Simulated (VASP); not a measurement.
# From one sheet to two: 1T-SnSe2 monolayer

What are the lattice, gap and band positions of 1T-SnSe2 monolayer, and what does a second sheet change?

Main program and level: VASP 6.6.1; PBE with D3(BJ); plane waves and PAW (Sn, Se), in the first sound run; inputs show where later runs differ.

## 1. The structure

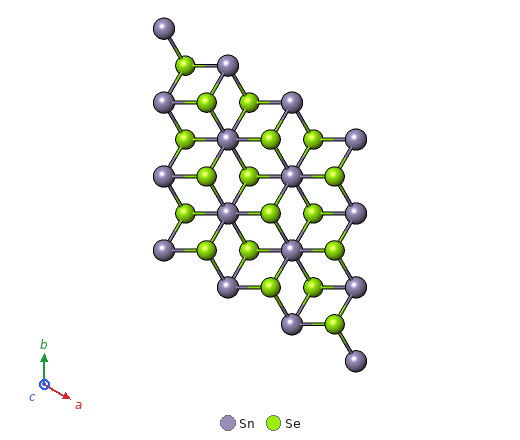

The cell as given, from above (tin purple, selenium green). 3×3×1 cells are drawn. Some periodic images of atoms are drawn too.

The cell holds 3 atoms: 1 Sn and 2 Se. Its edges and angles: a = 3.860 Å, b = 3.860 Å, c = 22.000 Å, α = 90.0°, β = 90.0°, γ = 120.0°. Vacuum lies along c.

## 2. Relaxing the monolayer

The sheet's cell relaxes in its plane with the atoms, while the vacuum is kept.

File INCAR:

```
SYSTEM = SnSe2
PREC = Normal
ENCUT = 350
EDIFF = 1E-06
NELM = 120
ISMEAR = 0
SIGMA = 0.03
LREAL = .FALSE.
ALGO = Normal
GGA = PE
IVDW = 12
NBANDS = 14
LORBIT = 11
LWAVE = .FALSE.
LCHARG = .FALSE.
KPAR = 4
IBRION = 2
NSW = 50
ISIF = 3
EDIFFG = -0.015
POTIM = 0.4
IDIPOL = 3
LDIPOL = .TRUE.
DIPOL = 0.5 0.5 0.5
LATTICE_CONSTRAINTS = .TRUE. .TRUE. .FALSE.
```

File POSCAR:

```
SnSe2
1.0
    3.8600000000      0.0000000000      0.0000000000
   -1.9300000000      3.3428580586      0.0000000000
    0.0000000000      0.0000000000     22.0000000000
Sn Se
1 2
Direct
    0.0000000000      0.0000000000      0.5000000000
    0.3333333333      0.6666666667      0.4318181818
    0.6666666667      0.3333333333      0.5681818182
```

File KPOINTS:

```
Automatic mesh
0
Gamma
9 9 1
0 0 0
```

The projector-augmented-wave data sets are Sn and Se (PBE family, release 64).

The run is started by

```bash
$ mpirun -np 4 vasp_std
```

The log of the run:

```text
[banner, memory and clock lines left out]
running    4 mpi-ranks, on    1 nodes
 distrk:  each k-point on    1 cores,    4 groups
 distr:  one band on    1 cores,    1 groups

 POSCAR found type information on POSCAR SnSe
 POSCAR found :  2 types and       3 ions
 LDA part: xc-table for (Slater+PW92), standard interpolation
 POSCAR, INCAR and KPOINTS ok, starting setup
 FFT: planning ... GRIDC
 FFT: planning ... GRID_SOFT
 FFT: planning ... GRID
 WAVECAR not read
 entering main loop
       N       E                     dE             d eps       ncg     rms          rms(c)
DAV:   1     0.985263383534E+02    0.98526E+02   -0.37623E+03   336   0.572E+02
DAV:   2    -0.144208967019E+01   -0.99968E+02   -0.94243E+02   606   0.127E+02
DAV:   3    -0.119163904688E+02   -0.10474E+02   -0.10349E+02   450   0.512E+01
DAV:   4    -0.121473012931E+02   -0.23091E+00   -0.23059E+00   428   0.904E+00
DAV:   5    -0.121509088590E+02   -0.36076E-02   -0.36065E-02   438   0.109E+00    0.516E+00
DAV:   6    -0.118548642823E+02    0.29604E+00   -0.31233E-01   420   0.305E+00    0.322E+00
DAV:   7    -0.118038537899E+02    0.51010E-01   -0.23186E-01   414   0.241E+00    0.611E-01
DAV:   8    -0.117978488891E+02    0.60049E-02   -0.17786E-02   414   0.835E-01    0.246E-01
DAV:   9    -0.117981533689E+02   -0.30448E-03   -0.24558E-03   456   0.298E-01    0.781E-02
DAV:  10    -0.117981339662E+02    0.19403E-04   -0.80355E-05   438   0.610E-02    0.242E-02
DAV:  11    -0.117981941095E+02   -0.60143E-04   -0.62321E-05   432   0.471E-02    0.746E-03
DAV:  12    -0.117982109643E+02   -0.16855E-04   -0.17010E-06   424   0.835E-03    0.713E-03
DAV:  13    -0.117982703351E+02   -0.59371E-04   -0.97062E-06   396   0.135E-02    0.474E-03
DAV:  14    -0.117982826128E+02   -0.12278E-04   -0.57856E-07   358   0.376E-03    0.304E-03
DAV:  15    -0.117983186640E+02   -0.36051E-04   -0.40228E-06   402   0.659E-03    0.313E-03
DAV:  16    -0.117983194905E+02   -0.82652E-06   -0.68919E-08   372   0.145E-03
   1 F= -.12557182E+02 E0= -.12557182E+02  d E =-.125572E+02
 curvature:   0.00 expect dE= 0.000E+00 dE for cont linesearch  0.000E+00
 trial: gam= 0.00000 g(F)=  0.591E-01 g(S)=  0.105E-01 ort = 0.000E+00 (trialstep = 0.100E+01)
 search vector abs. value=  0.696E-01
 bond charge predicted
       N       E                     dE             d eps       ncg     rms          rms(c)
DAV:   1    -0.118582196770E+02   -0.59901E-01   -0.22626E+00   336   0.827E+00    0.614E-01
DAV:   2    -0.118633053967E+02   -0.50857E-02   -0.12248E-01   438   0.207E+00    0.403E-01
DAV:   3    -0.118612533380E+02    0.20521E-02   -0.31769E-03   408   0.330E-01    0.221E-01
DAV:   4    -0.118603212569E+02    0.93208E-03   -0.14601E-03   438   0.203E-01    0.403E-02
DAV:   5    -0.118602483977E+02    0.72859E-04   -0.12719E-04   432   0.634E-02    0.285E-02
DAV:   6    -0.118602485631E+02   -0.16539E-06   -0.53979E-06   420   0.138E-02
   2 F= -.12600893E+02 E0= -.12600893E+02  d E =-.437109E-01
[...]
3 F= -.12604747E+02 E0= -.12604747E+02  d E =-.475650E-01
[...]
4 F= -.12629206E+02 E0= -.12629206E+02  d E =-.244592E-01
[...]
5 F= -.12639540E+02 E0= -.12639540E+02  d E =-.347924E-01
 curvature:  -1.71 expect dE=-0.163E-03 dE for cont linesearch -0.375E-04
 ZBRENT: extrapolating
 opt :   2.3389  next Energy=   -12.639575 (dE=-0.348E-01)
 bond charge predicted
       N       E                     dE             d eps       ncg     rms          rms(c)
DAV:   1    -0.118806881299E+02    0.71092E-03   -0.67043E-03   342   0.454E-01    0.450E-02
DAV:   2    -0.118806216748E+02    0.66455E-04   -0.27907E-04   438   0.985E-02    0.231E-02
DAV:   3    -0.118806022001E+02    0.19475E-04   -0.48026E-05   396   0.363E-02    0.927E-03
DAV:   4    -0.118806002843E+02    0.19158E-05   -0.17635E-06   344   0.862E-03    0.540E-03
DAV:   5    -0.118805996594E+02    0.62494E-06   -0.15872E-06   320   0.754E-03
   6 F= -.12639575E+02 E0= -.12639575E+02  d E =-.348279E-01
 curvature:  -1.61 expect dE=-0.476E-04 dE for cont linesearch -0.124E-06
 trial: gam=-0.01518 g(F)=  0.108E-04 g(S)=  0.188E-04 ort =-0.562E-04 (trialstep = 0.133E+01)
 search vector abs. value=  0.408E-04
 reached required accuracy - stopping structural energy minimisation
```

It took 15 s on 4 MPI ranks of Intel Xeon 6975P-C (Granite Rapids), shared host; peak memory 0.79 GiB.

Lines that name or quote the potential files are left out of all logs, and their timing lines are given in words.

OUTCAR, selected parts (step 2):

```text
ion  position               nearest neighbor table
   1  0.000  0.000  0.500-   2 2.69   3 2.69   2 2.69   3 2.69   3 2.69   2 2.69
   2  0.333  0.667  0.432-   1 2.69   1 2.69   1 2.69
   3  0.667  0.333  0.568-   1 2.69   1 2.69   1 2.69

  LATTYP: Found a hexagonal cell.
 ALAT       =     3.8600000000
 C/A-ratio  =     5.6994818653

 Subroutine GETGRP returns: Found 12 space group operations
 (whereof 12 operations were pure point group operations)

The static configuration has the point symmetry D_3d.

 Found     12 irreducible k-points:

   k-points           NKPTS =     12   k-points in BZ     NKDIM =     12   number of bands    NBANDS=     14

   dimension x,y,z NGX =    18 NGY =   18 NGZ =  108
   dimension x,y,z NGXF=    36 NGYF=   36 NGZF=  216

   ENCUT  =  350.0 eV  25.72 Ry    5.07 a.u.   5.89  5.89 33.56*2*pi/ulx,y,z

   NELECT =      16.0000    total number of electrons

 k-points in reciprocal lattice and weights: Automatic mesh
   0.00000000  0.00000000  0.00000000       0.012
   0.11111111 -0.00000000  0.00000000       0.074
   0.22222222 -0.00000000  0.00000000       0.074
   0.33333333 -0.00000000  0.00000000       0.074
   0.44444444 -0.00000000  0.00000000       0.074
   0.11111111  0.11111111  0.00000000       0.074
   0.22222222  0.11111111  0.00000000       0.148
   0.33333333  0.11111111  0.00000000       0.148
   0.44444444  0.11111111  0.00000000       0.074
   0.22222222  0.22222222  0.00000000       0.074
   0.33333333  0.22222222  0.00000000       0.148
   0.33333333  0.33333333  0.00000000       0.025

 Edisp (eV)   -0.75814

 dipolmoment           0.000000      0.000000      0.000000 electrons x Angstroem

 average (electrostatic) potential at core
       1 -52.5218       2 -60.8512       3 -60.8512

 E-fermi :  -3.3010

 k-point     1 :       0.0000    0.0000    0.0000
  band No.  band energies     occupation
    ...
      4      -4.6284      2.00000
      5      -3.8893      2.00000
      6      -3.8893      2.00000
      7      -3.5053      2.00000
      8      -3.5053      2.00000
      9      -1.8341      0.00000
     10      -0.3082      0.00000
     11       1.1943      0.00000
     12       1.1943      0.00000
     13       2.1127      0.00000
    ...

 k-point     2 :       0.1111   -0.0000    0.0000
  band No.  band energies     occupation
    ...
      4      -4.8836      2.00000
      5      -4.5705      2.00000
      6      -4.2575      2.00000
      7      -4.1124      2.00000
      8      -3.4304      2.00000
      9      -1.2898      0.00000
     10       0.3045      0.00000
     11       1.0571      0.00000
     12       1.4682      0.00000
     13       2.2795      0.00000
    ...

 k-point     3 :       0.2222   -0.0000    0.0000
  band No.  band energies     occupation
    ...
      4      -6.2574      2.00000
      5      -5.1558      2.00000
      6      -4.8426      2.00000
      7      -4.3669      2.00000
      8      -3.5044      2.00000
      9      -1.4182      0.00000
     10       0.5761      0.00000
     11       1.9389      0.00000
     12       1.9816      0.00000
     13       2.5527      0.00000
    ...

 Edisp (eV)   -0.75898

  Total      -0.02700    -0.02700    -0.05288     0.00000    -0.00000     0.00000
  in kB      -0.15549    -0.15549    -0.30453     0.00000    -0.00000     0.00000
  external pressure =       -0.21 kB  Pullay stress =        0.00 kB

  energy-cutoff  :      350.00
  volume of cell :      278.21
      direct lattice vectors                 reciprocal lattice vectors
     3.821310874  0.000000000  0.000000000     0.261690303  0.151086967  0.000000000
    -1.910655437  3.309352293  0.000000000    -0.000000000  0.302173934  0.000000000
     0.000000000  0.000000000 22.000000000     0.000000000  0.000000000  0.045454545

 POSITION                                       TOTAL-FORCE (eV/Angst)
 -----------------------------------------------------------------------------------
      3.82131      0.00000     11.00000        -0.000000      0.000000      0.000000
     -0.00000      2.20623      9.39773         0.000000      0.000000      0.011852
      1.91066      1.10312     12.60227        -0.000000     -0.000000     -0.011852
 -----------------------------------------------------------------------------------
    total drift:                               -0.000000     -0.000000      0.000000

  FREE ENERGIE OF THE ION-ELECTRON SYSTEM (eV)
  ---------------------------------------------------
  free  energy   TOTEN  =       -12.6395750633 eV

  energy  without entropy=      -12.6395750633  energy(sigma->0) =      -12.63957506

 reached required accuracy - stopping structural energy minimisation

 vacuum level on the upper side and lower side of the slab         2.510         2.510

 total charge
# of ion       s       p       d       tot
------------------------------------------
    1        1.270   1.494   0.312   3.076
    2        1.484   2.306   0.024   3.814
    3        1.484   2.306   0.024   3.814
--------------------------------------------------
tot          4.237   6.107   0.360  10.704

[... 3 further parts left out ...]
```

CONTCAR:

```
SnSe2
   1.00000000000000
     3.8213108744274011    0.0000000000000000    0.0000000000000000
    -1.9106554372137006    3.3093522930041770    0.0000000000000000
     0.0000000000000000    0.0000000000000000   22.0000000000000000
  Sn              Se
     1     2
Direct
     1.0000000000000000    0.0000000000000000    0.5000000000000000
     0.3333333332999970    0.6666666667000030    0.4271694799799333
     0.6666666667000030    0.3333333332999970    0.5728305200200666
```

The gap is read on the k-mesh alone, so it is an upper bound where the band edges lie off the mesh. The data set Sn keeps the semicore shell frozen, which is cheaper and a little less accurate. The run keeps the 12 symmetry operations of its start, so it cannot find a distortion of lower symmetry.

Step by step:

```tsv
step	energy less that of the first step (eV)	largest force (eV/Å)	pressure (GPa)	volume (Å³)
1	0.0000	0.8752	0.73	283.88
2	-0.0437	0.4121	0.03	288.56
3	-0.0476	0.2325	-0.23	290.53
4	-0.0720	0.1239	-0.14	284.79
5	-0.0824	0.0034	-0.03	278.60
6	-0.0824	0.0119	-0.02	278.21
```

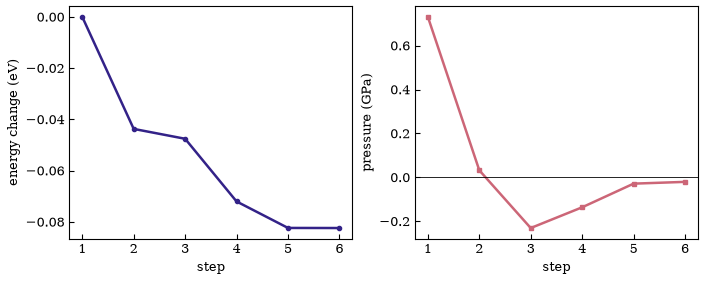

Energy and pressure along the relaxation.

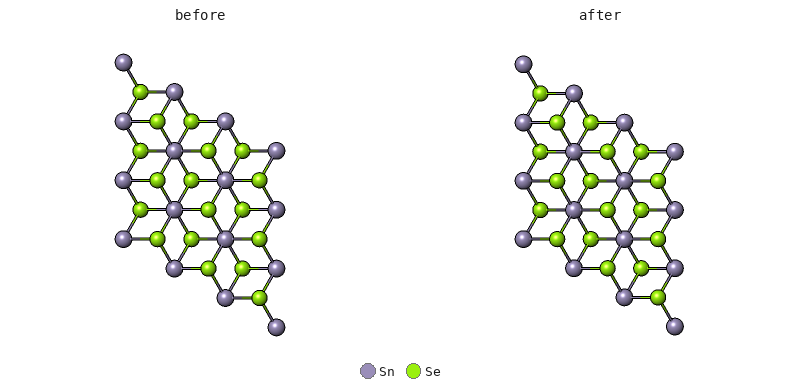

Before and after, at one scale.

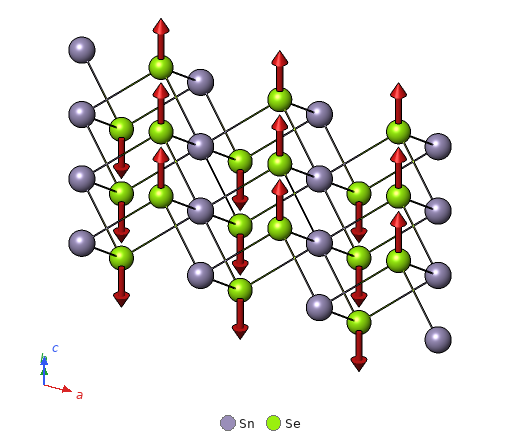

Displacements in the relaxation, exaggerated, measured against the changing cell; the longest in the cell stands for 0.10 Å. 3×3×1 cells are drawn. Some periodic images of atoms are drawn too.

```tsv
cell as run	before	after	change
a (Å)	3.860	3.821	-1.0 %
b (Å)	3.860	3.821	-1.0 %
```

The atoms that moved most (Å, along periodic axes as changes of fractional coordinates times the final cell, across vacuum about the mean position):

```tsv
atom	dx	dy	dz	length
Se3	0.000	0.000	0.102	0.102
Se2	0.000	0.000	-0.102	0.102
```

The relaxed structure:

```xyz
3
Lattice="3.8213 0.0000 0.0000 -1.9107 3.3094 0.0000 0.0000 0.0000 22.0000" Properties=species:S:1:pos:R:3
Sn    0.0000    0.0000   11.0000
Se    0.0000    2.2062    9.3977
Se    1.9107    1.1031   12.6023
```

This step gave:

| Item | Value |
| --- | --- |
| electronic cycles | 54 |
| electrons | 16 |
| free energy (TOTEN) | -12.64 eV |
| Fermi energy | -3.301 eV |
| metallic | no |
| dipole moment | 0, 0, 0 e·Å |
| gap on the k-mesh | 0.8182 eV |
| least direct gap on the k-mesh | 1.160 eV |

The run ended after 6 ionic steps, 0.082 eV below its first step, once forces and stress met EDIFFG = -0.015.

## 3. A second relaxation

The plane waves were chosen for the start cell, so the relaxation is repeated from its end.

INCAR, as its differences from that of step 2:

```diff
@@ -17,3 +17,3 @@
 IBRION = 2
-NSW = 50
+NSW = 30
 ISIF = 3
```

File POSCAR:

```
SnSe2
1.0
    3.8213108744      0.0000000000      0.0000000000
   -1.9106554372      3.3093522930      0.0000000000
    0.0000000000      0.0000000000     22.0000000000
Sn Se
1 2
Direct
    0.0000000000      0.0000000000      0.5000000000
    0.3333333333      0.6666666667      0.4271694800
    0.6666666667      0.3333333333      0.5728305200
```

KPOINTS is that of step 2.

The run is started by

```bash
$ mpirun -np 4 vasp_std
```

The log of the run:

```text
[... set-up lines as in an earlier step ...]
 entering main loop
       N       E                     dE             d eps       ncg     rms          rms(c)
DAV:   1     0.984632798507E+02    0.98463E+02   -0.39195E+03   336   0.582E+02
DAV:   2    -0.359957725988E+00   -0.98823E+02   -0.92659E+02   584   0.125E+02
DAV:   3    -0.119230933803E+02   -0.11563E+02   -0.11416E+02   444   0.528E+01
DAV:   4    -0.121911204287E+02   -0.26803E+00   -0.26779E+00   420   0.978E+00
DAV:   5    -0.121950201146E+02   -0.38997E-02   -0.38990E-02   438   0.118E+00    0.489E+00
DAV:   6    -0.119283205384E+02    0.26670E+00   -0.27708E-01   438   0.296E+00    0.304E+00
DAV:   7    -0.118849006573E+02    0.43420E-01   -0.19818E-01   408   0.222E+00    0.565E-01
DAV:   8    -0.118800803798E+02    0.48203E-02   -0.11911E-02   438   0.726E-01    0.245E-01
DAV:   9    -0.118801478913E+02   -0.67512E-04   -0.22204E-03   444   0.279E-01    0.796E-02
DAV:  10    -0.118801222800E+02    0.25611E-04   -0.72326E-05   432   0.591E-02    0.244E-02
DAV:  11    -0.118801440888E+02   -0.21809E-04   -0.86012E-05   438   0.516E-02    0.966E-03
DAV:  12    -0.118801729690E+02   -0.28880E-04   -0.33905E-06   396   0.104E-02    0.945E-03
DAV:  13    -0.118802717183E+02   -0.98749E-04   -0.26277E-05   378   0.206E-02    0.545E-03
DAV:  14    -0.118803031844E+02   -0.31466E-04   -0.21785E-06   420   0.615E-03    0.478E-03
DAV:  15    -0.118803504870E+02   -0.47303E-04   -0.32452E-06   396   0.695E-03    0.285E-03
DAV:  16    -0.118803509492E+02   -0.46220E-06   -0.56853E-08   348   0.138E-03
   1 F= -.12639326E+02 E0= -.12639326E+02  d E =-.126393E+02
 curvature:   0.00 expect dE= 0.000E+00 dE for cont linesearch  0.000E+00
 trial: gam= 0.00000 g(F)=  0.110E-04 g(S)=  0.197E-04 ort = 0.000E+00 (trialstep = 0.100E+01)
 search vector abs. value=  0.308E-04
 reached required accuracy - stopping structural energy minimisation
```

Run time: 4.2 s. Hardware: 4 MPI ranks; peak memory 0.76 GiB.

OUTCAR, selected parts (step 3):

```text
  LATTYP: Found a hexagonal cell.
 ALAT       =     3.8213108744
 C/A-ratio  =     5.7571866627

The static configuration has the point symmetry D_3d.

 Found     12 irreducible k-points:

   ENCUT  =  350.0 eV  25.72 Ry    5.07 a.u.   5.83  5.83 33.56*2*pi/ulx,y,z

   NELECT =      16.0000    total number of electrons

 E-fermi :  -3.3008

 k-point     1 :       0.0000    0.0000    0.0000
  band No.  band energies     occupation
    ...
      4      -4.6280      2.00000
      5      -3.8887      2.00000
      6      -3.8887      2.00000
      7      -3.5047      2.00000
      8      -3.5047      2.00000
      9      -1.8336      0.00000
     10      -0.3078      0.00000
     11       1.1948      0.00000
     12       1.1948      0.00000
     13       2.0707      0.00000
    ...

 k-point     2 :       0.1111    0.0000    0.0000
  band No.  band energies     occupation
    ...
      4      -4.8831      2.00000
      5      -4.5701      2.00000
      6      -4.2569      2.00000
      7      -4.1119      2.00000
      8      -3.4298      2.00000
      9      -1.2893      0.00000
     10       0.3049      0.00000
     11       1.0572      0.00000
     12       1.4687      0.00000
     13       2.2504      0.00000
    ...

 Edisp (eV)   -0.75898

  Total      -0.02770    -0.02770    -0.05621     0.00000     0.00000     0.00000
  in kB      -0.15954    -0.15954    -0.32370     0.00000     0.00000     0.00000
  external pressure =       -0.21 kB  Pullay stress =        0.00 kB

  energy-cutoff  :      350.00
  volume of cell :      278.21
      direct lattice vectors                 reciprocal lattice vectors
     3.821310874  0.000000000  0.000000000     0.261690303  0.151086967  0.000000000
    -1.910655437  3.309352293  0.000000000     0.000000000  0.302173934  0.000000000
     0.000000000  0.000000000 22.000000000     0.000000000  0.000000000  0.045454545

 POSITION                                       TOTAL-FORCE (eV/Angst)
 -----------------------------------------------------------------------------------
      0.00000      0.00000     11.00000         0.000000      0.000000      0.000000
     -0.00000      2.20623      9.39773        -0.000000      0.000000      0.011963
      1.91066      1.10312     12.60227         0.000000      0.000000     -0.011963
 -----------------------------------------------------------------------------------
    total drift:                               -0.000000     -0.000000      0.000000

  FREE ENERGIE OF THE ION-ELECTRON SYSTEM (eV)
  ---------------------------------------------------
  free  energy   TOTEN  =       -12.6393263532 eV

  energy  without entropy=      -12.6393263532  energy(sigma->0) =      -12.63932635

 vacuum level on the upper side and lower side of the slab         2.515         2.515

 total charge
# of ion       s       p       d       tot
------------------------------------------
    1        1.270   1.494   0.312   3.076
    2        1.484   2.306   0.024   3.814
    3        1.484   2.306   0.024   3.814
--------------------------------------------------
tot          4.237   6.106   0.360  10.703

[... 5 parts as in an earlier step ...]

[... 7 further parts left out ...]
```

Little changed from the start: no atom moved by 0.005 Å and no cell edge by 0.1 %.

Numbers from this step:

```yaml
electronic_cycles: 16
gap_on_the_k_mesh: 0.8181 eV
```

The start already met the threshold, so nothing moved.

[end of part 1 of 5]

[Lines on the potential files, build, host, timing and source positions are cut from VASP's logs without a mark.]

[Logs are printed without paths, hosts, clocks, repeated set-up lines and the standing remarks that a program may print on its own settings, such as how far it seeks lower states.]

[Hosts, paths, dates, database ids (printed as entryN), source tags and the programs' standing remarks are cut or masked in the printed files.]

[Runs that stopped without an error message from VASP are left out.]
